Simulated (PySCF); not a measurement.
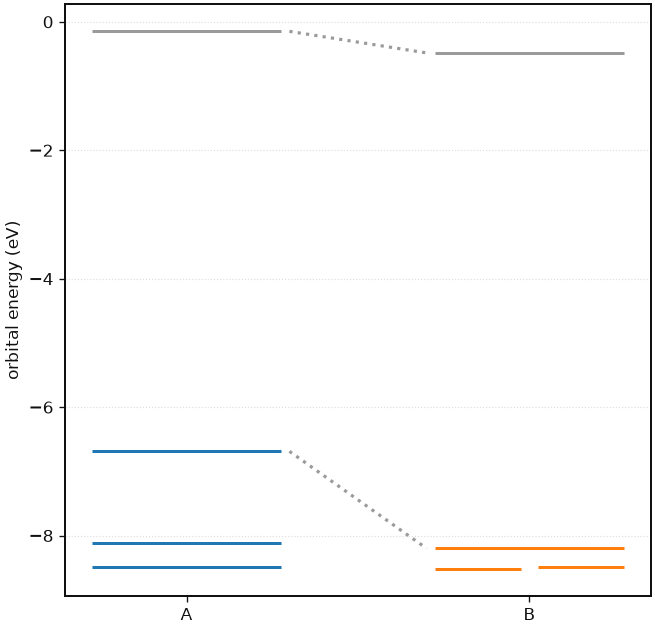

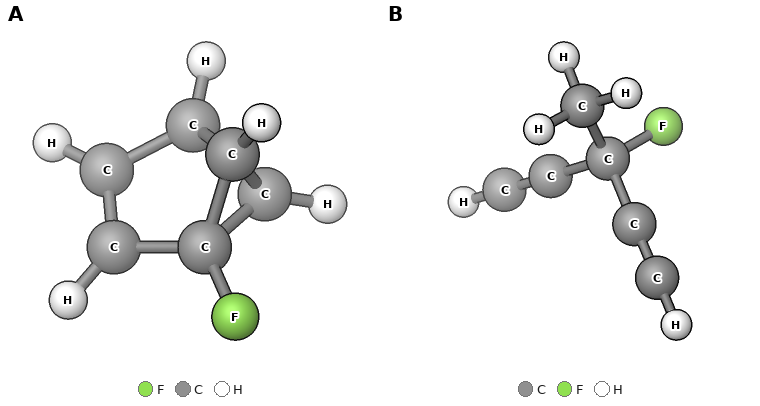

Related molecules: A is C₆H₅F, SMILES F[C@@]12C=C[C@H]3[C@@H]1[C@H]32; B is C₆H₅F, SMILES C#CC(C)(F)C#C. Frontier orbital energies, PBE0/def2-SVPD, PySCF 2.14.0, at a GFN2-xTB geometry (no frequency check); drawn are at most three filled levels and, in grey, the LUMO with any level within 0.03 eV of it; dotted lines join the HOMOs and the LUMOs.

Question: What does the change do to the frontier levels?

Answer: From A to B the HOMO falls by 1.51 eV and the LUMO falls by 0.34 eV, so the separation goes from 6.54 to 7.72 eV.

Caveats, for all or some of the runs: the tight-binding geometry is rougher than a DFT one and adds to the error.
